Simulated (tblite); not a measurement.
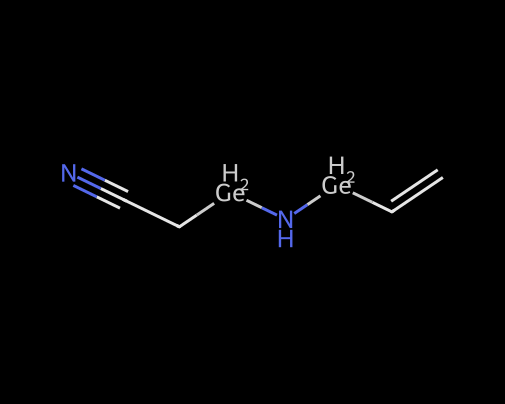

Source: calculation with tblite.

Skeletal drawing of a molecule.

Write the SMILES.

Answer. C=[CH][GeH2][NH][GeH2][CH2]C#N

What is the molecular formula?

Answer. C4H10Ge2N2.

An optimisation with GFN2-xTB gave a structure of which point group?

Answer. C1. Other conformers may differ.
